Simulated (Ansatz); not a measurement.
# Au chain started as a zigzag: period, moment and channels by functional, part 3 of 3

Wanted: the relaxed geometry and the open channels of the Au chain started as a zigzag, by several methods.

Ansatz 0.2.0; DFT PBE, plane waves, PAW; relaxation of a chain's period (the session's first sound run).

So far, conductance of the lead as this run defines it (G₀): 1.00 in steps 3, 5 and 7.

## Step 9: The perfect wire, level LDA, cutoff 420 eV

This step: DFT LDA, plane waves, PAW; channels and complex bands of a perfect chain (Ansatz 0.2.0).

The channels are counted again under LDA, at the period that it gave.

input.yaml

```yaml
crystal:
  lattice:
    - [9.0, 0.0, 0.0]
    - [0.0, 7.5, 0.0]
    - [0.0, 0.0, 4.5655111652]
  atoms:
    - { symbol: Au, position: [0.446997, 0.5, 0.0] }
    - { symbol: Au, position: [0.553003, 0.5, 0.5] }
kpoints:
  mp_grid: { grid: [1, 1, 18] }
  band_path: { path: ["Γ", Z], npoints: 60 }
scf:
  occupations: { method: fermi_dirac, width: 0.05 }
hamiltonian:
  xc: lda
output:
  transmission:
    e_range: [-2, 2]
    de: 0.035
    kmesh: [1, 1]
    reduced_basis: true
    leads: [[0, 0]]
  dos: { projected: true, e_range: [-6, 4] }
```

The run is started by

```sh
$ ansatz run input.yaml --threads 4 --pin off --max-ram 8192MiB --backend cpu --events-out ev --progress --plain --runs-dir out
```

Numbers of over 12 decimals in the logs are rounded to 6 here.

The program printed:

```text
[...]
Crystal: 2 atoms, lattice volume = 308.172 Å³
Basis set: ecut = 420 eV, 5997 PW (Γ)
Bands: 23, of which v1, the nominal top of the filled ones, is band 19 counted from 1 (18 counted from 0)
Symmetry: 8 space group operations
[...]
k-points: 10 of 18
[...]
k-point 9: bands = [... 15 lower, -4.5824, -4.3381, -4.3381, -3.2828, -3.2828, 1.8143, 1.8143, 2.8563]
--- Transmission ---
  basis      : 595 plane waves across, 6 finite elements along
  points     : 1, standing for a mesh of 1 x 1
[...]
crystal 0  : Au2, at the sites [0, 0], period 4.5655 Å: whole cells are its period
[...]
filled         : 0.4 meV under the level at which it is neutral
    channels       : 1.000000e0 a spin
[...]
[key lines of the parts left out:]
SCF converged after 6 iterations
Free energy (F): -25725.969354 eV
Fermi energy:    -3.282617 eV
```

Wall time 23 s (4 threads of Arm Neoverse V2, shared host); peak memory 0.6 GiB; 81 s of CPU time.

Table of open channels of the lead, one spin by energy, zero at the Fermi level:

```tsv
energy (eV)	open channels of the lead, one spin
-2.000	3
-1.790	2
-1.615	2
-1.405	3
-1.195	3
-0.985	4
-0.810	2
-0.600	1
-0.390	1
-0.215	1
-0.005	1
0.205	1
0.415	1
0.590	1
0.800	1
1.010	1
1.185	1
1.395	1
1.605	1
1.815	1
```

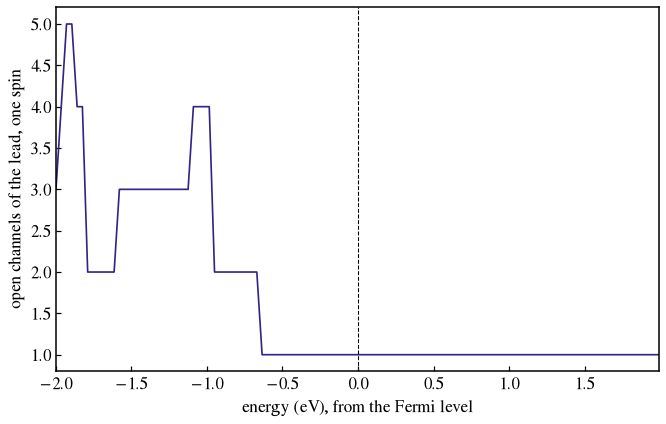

Open channels of the lead, one spin against energy.

At the computed energy nearest the Fermi level there are 1 channel a spin, and the thermal average gives 1.00 G₀.

## Step 10: Side by side

Times are for 4 threads of Arm Neoverse V2, shared host. Results by setting:

```tsv
no.	level	conductance of the lead as this run defines it (G₀)	time	memory (GiB)
1	PBE	1.000	25 s	0.63
2	PBEsol	1.000	19 s	0.62
3	r2SCAN	1.000	23 s	1.1
4	LDA	1.000	23 s	0.6
```

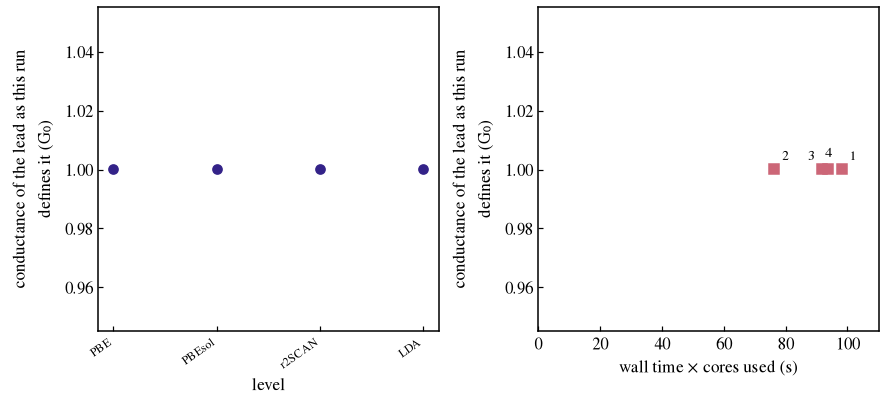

The series as plots; the last panel sets the first result against cost, with the runs numbered as in the table.

## Step 11: The relaxed wire, cutoff 750 eV

This step: DFT PBE, plane waves, PAW (JTH); relaxation of a chain's period (Ansatz 0.2.0).

The same functional on other atomic datasets tests how far the result hangs on the treatment of the cores. Against the first PBE run of this kind, the cutoff is 750 eV against 420.

input.yaml

```yaml
crystal:
  lattice:
    - [9.0, 0.0, 0.0]
    - [0.0, 7.5, 0.0]
    - [0.0, 0.0, 4.5630731599]
  atoms:
    - { symbol: Au, position: [0.432604749, 0.5, 0.0], spin: 0.5 }
    - { symbol: Au, position: [0.567395251, 0.5, 0.5], spin: 0.5 }
magnetization:
  spin_polarized: true
kpoints:
  mp_grid: { grid: [1, 1, 18] }
scf:
  occupations: { method: fermi_dirac, width: 0.05 }
hamiltonian:
  xc: pbe
  pseudopotentials: { kind: paw, source: jth }
relax:
  cell: { fix: [a, b, alpha, beta, gamma] }
  max_steps: 60
```

The program printed:

```text
[...]
0.000000      -0.080877       0.000000
        0.000000       0.000000      -0.002856
  P = ⅓ Tr σ = -0.0317 GPa (-0.317 kbar)
--- Relaxed structure (4 steps of the walk, 4 accepted, 1 SCFs on fresh bases) ---
[...]
cell:  # Å, volume = 316.6084 Å³
    - [9.0, 0.0, 0.0]
    - [0.0, 7.5, 0.0]
    - [0.0, 0.0, 4.690495]
  atoms:
    - { symbol: Au, position: [0.443871, 0.5, 0.0] }
    - { symbol: Au, position: [0.556129, 0.5, 0.5] }
[key lines of the parts left out:]
SCF converged after 6 iterations
Magnetization: -0.0000 μB (11.0000 up, 11.0000 down)
Free energy (F): -21089.791000 eV
Fermi energy:    -3.569715 eV
```

Wall time 25 s (4 threads); peak memory 0.96 GiB.

The cell's length comes to 4.690 Å, +0.1 % against the first run, with no moment.

## Step 12: Relaxing the period

This step: DFT PBE, plane waves, PAW; relaxation of a chain's period (Ansatz 0.2.0).

No moment formed, so a run without spin should agree; this checks it and saves time.

input.yaml, the sections that differ from step 11:

```yaml
crystal:
  lattice:
    - [9.0, 0.0, 0.0]
    - [0.0, 7.5, 0.0]
    - [0.0, 0.0, 4.5630731599]
  atoms:
    - { symbol: Au, position: [0.432604749, 0.5, 0.0] }
    - { symbol: Au, position: [0.567395251, 0.5, 0.5] }
hamiltonian:
  xc: pbe
# kpoints, scf, relax: as in step 11
# magnetization: removed
```

The program printed:

```text
[...]
Crystal: 2 atoms, lattice volume = 308.007 Å³
Basis set: ecut = 420 eV, 5997 PW (Γ), exchange–correlation on 128×108×64 points (8 copies of the dense FFT grid, shifted against one another)
Bands: 23, of which v1, the nominal top of the filled ones, is band 19 counted from 1 (18 counted from 0)
Symmetry: 8 space group operations
[...]
k-points: 10 of 18
[...]
0.000000      -0.081255       0.000000
        0.000000       0.000000      -0.022212
  P = ⅓ Tr σ = -0.0381 GPa (-0.381 kbar)
--- Relaxed structure (4 steps of the walk, 4 accepted, 1 SCFs on fresh bases) ---
[...]
cell:  # Å, volume = 316.3109 Å³
    - [9.0, 0.0, 0.0]
    - [0.0, 7.5, 0.0]
    - [0.0, 0.0, 4.686087]
  atoms:
    - { symbol: Au, position: [0.444735, 0.500000, 0.0] }
    - { symbol: Au, position: [0.555265, 0.500000, 0.500000] }
[key lines of the parts left out:]
SCF converged after 6 iterations
Free energy (F): -26296.141825 eV
Fermi energy:    -3.065350 eV
```

Run time: 4.4 s. Hardware: 4 threads; peak memory 0.53 GiB.

The cell's length comes to 4.686 Å, -0.0 % against the first run, with spin left out.

## Step 13: Side by side

Times are for 4 threads of Arm Neoverse V2, shared host. The series side by side:

```tsv
no.	level	cell length along the wire (Å)	time	memory (GiB)
1	PBE	4.686	12 s	0.6
2	PBEsol	4.606	16 s	0.6
3	r2SCAN	4.635	68 s	1.3
4	LDA	4.566	13 s	0.57
5	PBE, JTH files	4.690	25 s	0.96
6	PBE, no spin	4.686	4.4 s	0.53
```

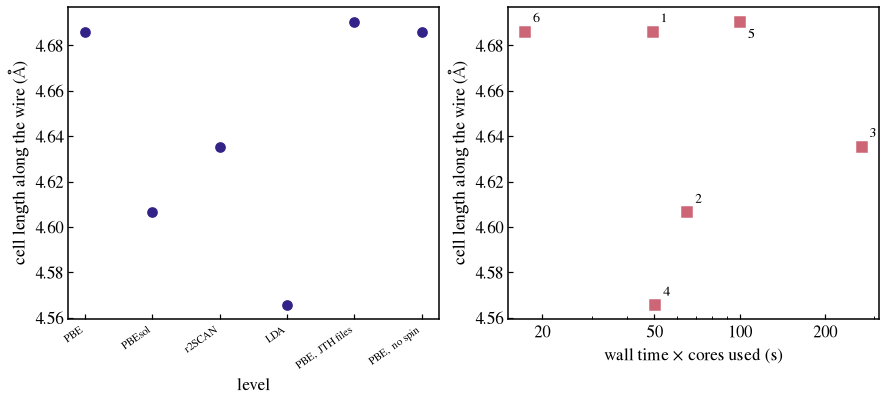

The series as plots; the last panel sets the first result against cost, with the runs numbered as in the table.

## Step 14: Two-component spinors

This step: DFT PBE, plane waves, fully relativistic PAW; channels of a perfect chain with spin-orbit coupling (Ansatz 0.2.0).

Spin-orbit coupling mixes the spins and splits bands that cross or touch without it, so it can open or close channels. Fully relativistic datasets take the place of the scalar ones. The window is narrow, since spinor matrices are twice as large.

input.yaml

```yaml
crystal:
  lattice:
    - [9.0, 0.0, 0.0]
    - [0.0, 7.5, 0.0]
    - [0.0, 0.0, 4.6861181268]
  atoms:
    - { symbol: Au, position: [0.444736493, 0.5, 0.0] }
    - { symbol: Au, position: [0.555263507, 0.5, 0.5] }
kpoints:
  mp_grid: { grid: [1, 1, 18] }
  band_path: { path: ["Γ", Z], npoints: 60 }
scf:
  occupations: { method: fermi_dirac, width: 0.05 }
hamiltonian:
  xc: pbe
  pseudopotentials: { kind: paw_fr }
output:
  transmission:
    e_range: [-0.42, 0.42]
    de: 0.035
    kmesh: [1, 1]
    reduced_basis: false
    leads: [[0, 0]]
magnetization:
  noncollinear: true
  spin_orbit: true
```

The program printed:

```text
[...]
non-collinear run that drives no moment, with spin-orbit: no starting moment large enough to seed its density (crystal.atoms[].spin), no starting occupations that ask for one, no magnetisation constraint and no magnetic field, so the semilocal B_xc is pinned to zero
Crystal: 2 atoms, lattice volume = 316.313 Å³
Basis set: ecut = 420 eV, 6177 PW (Γ)
Bands: 46, of which v1, the nominal top of the filled ones, is band 38 counted from 1 (37 counted from 0)
Symmetry: 8 space group operations + 8 with time reversal
[...]
k-points: 10 of 18
Projection manifold: j_resolved (fully-relativistic pseudo-atomic orbitals)
[...]
SCF iter   1: F=—  HF=-26371.301377 eV  |F-HF|=—  |Δ(HF+E_count)|=         —  Δρ=1.98e-2  dr2=1.22e0  dr2_m=0.00e0 (ungated)  ethr=3.10e-3  |M|=0.00e0 ∫|m|=0.00e0 μB  |m|>n=0.0e0 m-floor=0.0e0 τ_xc=0.0e0  β_m=1.00  ⟨swp⟩=11.4  Hψ=1235  notcnv=0
[...]
spin=Noncollinear: LDOS preconditioning applied to the charge; magnetization (m_x, m_y, m_z) channels mix plain (no charge-response kernel on spin).
SCF iter   2: F=—  HF=-26371.274563 eV  |F-HF|=—  |Δ(HF+E_count)|=   2.68e-2  Δρ=1.81e-2  dr2=1.09e0  dr2_m=0.00e0 (ungated)  ethr=3.10e-3  |M|=0.00e0 ∫|m|=0.00e0 μB  |m|>n=0.0e0 m-floor=0.0e0 τ_xc=0.0e0  β_m=0.77  ⟨swp⟩=3.0  Hψ=600  notcnv=0  defer=26
[...]
SCF iter   8: F=-26370.956535 eV  HF=-26370.956535 eV  |F-HF|=1.92e-9  |Δ(HF+E_count)|=   7.98e-8  Δρ=8.36e-7  dr2=1.94e-9  dr2_m=0.00e0 (ungated)  ethr=2.63e-10  |M|=0.00e0 ∫|m|=0.00e0 μB  |m|>n=0.0e0 m-floor=0.0e0 τ_xc=0.0e0  ⟨swp⟩=9.7  Hψ=745  notcnv=0
SCF 1 converged in 8 iterations: F = -26370.956535 eV  dr2 = 1.94e-9
[...]
transmission: 6 of 6 steps passed
SCF converged after 8 iterations
Magnetization: |M| = 0.0000 μB,  M = (+0.0000, +0.0000, +0.0000) μB
Absolute magnetization: 0.0000 μB (∫|m|)
  site 0: m = (+0.0000, +0.0000, +0.0000) μB, |m| = 0.0000 μB  (R = 1.05 Å)
  site 1: m = (+0.0000, +0.0000, +0.0000) μB, |m| = 0.0000 μB  (R = 1.05 Å)
Free energy (F): -26370.956535 eV
[...]
Internal energy: -26370.948623 eV  (E = F + TS)
E sigma→0 (E₀):  -26370.952579 eV
Entropy (-TS):   -0.007912 eV (-3.956 meV/atom)
Fermi energy:    -3.028197 eV
[...]
--- Band table (eV; the first three rows and the last of 10) ---
  k-point 0: bands = [... 34 lower, -3.9213, -3.9213, -3.5717, -3.5717, -0.7005, -0.7005, 0.6814, 0.6814, ... 4 higher]
  k-point 1: bands = [... 34 lower, -3.9287, -3.9287, -3.5784, -3.5784, -0.6851, -0.6851, 0.7155, 0.7155, ... 4 higher]
  k-point 2: bands = [... 34 lower, -3.9476, -3.9476, -3.5977, -3.5977, -0.6482, -0.6482, 0.8109, 0.8109, ... 4 higher]
  k-point 9: bands = [... 34 lower, -3.9022, -3.9022, -3.0286, -3.0286, -3.0286, -3.0286, 1.8032, 1.8032, ... 4 higher]
--- Transmission ---
  basis      : 595 plane waves across, 6 finite elements along
  points     : 1, standing for a mesh of 1 x 1
[...]
crystal 0  : Au2, at the sites [0, 0], period 4.6861 Å: whole cells are its period
[...]
filled         : 0.4 meV under the level at which it is neutral
    channels       : 2.000000e0 of both spins
[...]
```

It took 9.1 min on 4 threads; peak memory 5.5 GiB; 32 min of CPU time.

Numbers from this step:

```
energy at zero smearing                                    : -26370.9526 eV
channels at the energy nearest the Fermi level, both spins : 2
```

The open channels of the lead, both spins stays at 2 for energy from -0.42 to 0.42 eV.

The slowest values at each energy, most degenerate partners merged, listed up to 1.5 1/Å. Table of Im kz of the slowest decaying states by energy, zero at the Fermi level:

```tsv
energy (eV)	decay 1 (Å⁻¹)	decay 2 (Å⁻¹)	decay 3 (Å⁻¹)	decay 4 (Å⁻¹)
-0.420	0.290	0.376	0.449	1.00
-0.350	0.338	0.401	0.498	0.973
-0.280	0.368	0.424	0.550	0.946
-0.175	0.397	0.457	0.628	0.902
-0.105	0.411	0.478	0.682	0.869
-0.035	0.422	0.497	0.751	0.817
0.000	0.427	0.507	0.788	1.07
0.035	0.432	0.516	0.792	1.08
0.105	0.440	0.534	0.799	1.08
0.175	0.447	0.552	0.804	1.08
0.280	0.455	0.576	0.811	1.09
0.350	0.460	0.592	0.815	1.09
0.420	0.464	0.607	0.818	1.09
```

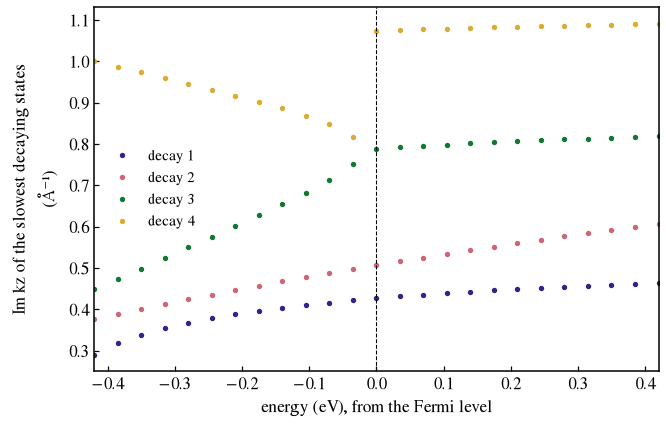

Im kz of the slowest decaying states against energy.

The electronic bands at the labelled points (eV, zero at the Fermi level):

```tsv
point	band 33	band 34	band 35	band 36	band 37	band 38	band 39	band 40
Γ	-1.29	-1.29	-0.89	-0.89	-0.54	-0.54	2.33	2.33
Z	-0.87	-0.87	-0.87	-0.87	0.00	0.00	0.00	0.00
```

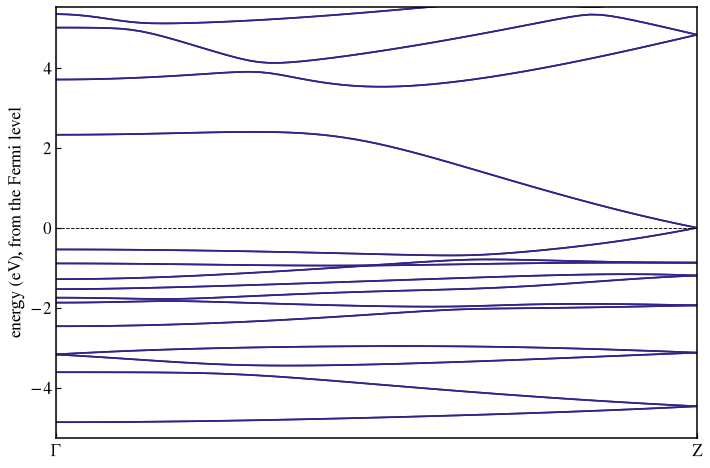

Electronic bands along the path.

At the computed energy nearest the Fermi level there are 2 spinor channels, and the thermal average gives 1.00 G₀.

## Step 15: The same system on other settings

This step: DFT PBE, plane waves, PAW; channels and complex bands of a perfect chain; changed: output.transmission.e_range = [0, 2], output.transmission.de = 0.1 (Ansatz 0.2.0).

The atoms of the run on the perfect lead (PBE) are kept and the input is varied, to see whether the result depends on it. The ELF is not written this time.

input.yaml, the sections that differ from step 14:

```yaml
hamiltonian:
  xc: pbe
output:
  transmission:
    e_range: [0, 2]
    de: 0.1
    kmesh: [1, 1]
    reduced_basis: true
    leads: [[0, 0]]
  dos: { projected: true, e_range: [-6, 4] }
  write_potential: true
  write_density: true
  volumetric_format: npy
# crystal, kpoints, scf: as in step 14
# magnetization: removed
```

The program printed:

```text
[...]
Crystal: 2 atoms, lattice volume = 316.313 Å³
Basis set: ecut = 420 eV, 6177 PW (Γ)
Bands: 23, of which v1, the nominal top of the filled ones, is band 19 counted from 1 (18 counted from 0)
Symmetry: 8 space group operations
[...]
k-points: 10 of 18
[...]
SCF iter   1: F=—  HF=-26296.137352 eV  |F-HF|=—  |Δ(HF+E_count)|=         —  Δρ=2.36e-3  dr2=8.90e-3  ethr=1.77e-3  ⟨swp⟩=6.5  Hψ=1167  notcnv=0
[...]
SCF iter   6: F=-26296.141849 eV  HF=-26296.141849 eV  |F-HF|=1.19e-8  |Δ(HF+E_count)|=   2.79e-7  Δρ=3.88e-6  dr2=4.95e-8  ethr=2.63e-10  ⟨swp⟩=3.4  Hψ=824  notcnv=0
SCF 1 converged in 6 iterations: F = -26296.141849 eV  dr2 = 4.95e-8
[...]
transmission: 6 of 36 steps passed
transmission: 12 of 36 steps passed
[...]
transmission: 36 of 36 steps passed
[...]
SCF converged after 6 iterations
Free energy (F): -26296.141849 eV
[...]
Internal energy: -26296.134067 eV  (E = F + TS)
E sigma→0 (E₀):  -26296.137958 eV
Entropy (-TS):   -0.007782 eV (-3.891 meV/atom)
Fermi energy:    -3.065462 eV
[...]
--- Band table (eV; the first three rows and the last of 10) ---
  k-point 0: bands = [... 15 lower, -4.8511, -4.5352, -4.1710, -3.7862, -0.6017, 0.7129, 2.0198, 2.5664]
  k-point 1: bands = [... 15 lower, -4.8659, -4.5095, -4.1704, -3.7969, -0.5878, 0.7487, 2.0386, 2.2778]
  k-point 2: bands = [... 15 lower, -4.8337, -4.4375, -4.1674, -3.8276, -0.5560, 0.8540, 1.6983, 2.0950]
  k-point 9: bands = [... 15 lower, -4.3422, -4.0572, -4.0572, -3.0656, -3.0656, 1.9523, 1.9523, 2.9907]
--- Transmission ---
  basis      : 595 plane waves across, 6 finite elements along
  points     : 1, standing for a mesh of 1 x 1
[...]
crystal 0  : Au2, at the sites [0, 0], period 4.6861 Å: whole cells are its period
[...]
channels       : 1.000000e0 a spin
    conductance    : none, the energies end too early or step too widely for 300 K: set another output.transmission.e_range or a lower de, or, where they end at an eighth of basis.ecutwfc, a higher one
```

Elapsed: 8.8 s, on 4 threads; peak memory 0.58 GiB; 29 s of CPU time.

This step gave:

```
energy at zero smearing : -26296.1380 eV
```

The open channels of the lead, one spin stays at 1 for energy from 0 to 2 eV.

It took 8.8 s against 25 s for the run it varies; the program gives no conductance for this window, step and temperature, so that result is lost.

The channels at the energy nearest the Fermi level, one spin stays within 0.2 % plus 0.001 of the run it varies.

## Step 16: A repeat with changed settings

This step: DFT PBE, plane waves, PAW; channels and complex bands of a perfect chain; changed: hamiltonian.pseudopotentials = {"kind": "paw_fr"}, magnetization = {"noncollinear": true, "spin_orbit": true} (Ansatz 0.2.0).

The atoms of the run on the perfect lead (PBE) are kept and the input is varied, to see whether the result depends on it. The ELF is not written this time.

input.yaml: that of step 15 with these lines changed.

```diff
@@ -15,6 +15,7 @@
   xc: pbe
+  pseudopotentials: { kind: paw_fr }
 output:
   transmission:
-    e_range: [0, 2]
-    de: 0.1
+    e_range: [-2, 2]
+    de: 0.035
     kmesh: [1, 1]
@@ -26 +27,4 @@
   volumetric_format: npy
+magnetization:
+  noncollinear: true
+  spin_orbit: true
```

The program printed:

```text
Error: inconsistent input (output.transmission.reduced_basis, magnetization.noncollinear): a run with two-component spinors is solved on all plane waves alone: leave reduced_basis out
```

Run time: 0.06 s. Hardware: 4 threads; peak memory 0.08 GiB.

The program refused the input before any cycle.

The program's message: “Error: inconsistent input (output.transmission.reduced_basis, magnetization.noncollinear): a run with two-component spinors is solved on all plane waves alone: leave reduced_basis out”

## Step 17: Results

| Item | Value |
| --- | --- |
| cell length, PBE | 4.686 Å |
| cell length, PBEsol | 4.606 Å |
| cell length, r2SCAN | 4.635 Å |
| cell length, LDA | 4.566 Å |
| cell length, PBE, JTH files | 4.690 Å |
| cell length, PBE, no spin | 4.686 Å |
| conductance, PBE | 1.00 G₀ |
| conductance, PBEsol | 1.00 G₀ |
| conductance, r2SCAN | 1.00 G₀ |
| conductance, LDA | 1.00 G₀ |
| conductance, with spin-orbit coupling | 1.00 G₀ |

Under PBE the cell's length is 4.69 Å, no moment survives, and it is a metal with 1 channel a spin next to the Fermi level, 1.00 G₀ at 300 K. The cell's length spans 2.6 % over the functionals, shortest under LDA and longest under PBE. A perfect wire passes every open channel, so the conductance counts half a G₀ for each forward-moving state at the Fermi level, spin by spin. At the relaxed period it forms two rows 0.99 Å apart, with 2.55 Å between atoms of unlike rows and 4.69 Å along a row: a zigzag. Transport is coherent and elastic here: the atoms are frozen, so scattering by vibrations plays no part.

[Logs are printed without paths, hosts, clocks, repeated set-up lines and the standing remarks that a program may print on its own settings, such as how far it seeks lower states.]

[Hosts, paths, dates, database ids (printed as entryN), source tags and the programs' standing remarks are cut or masked in the printed files.]
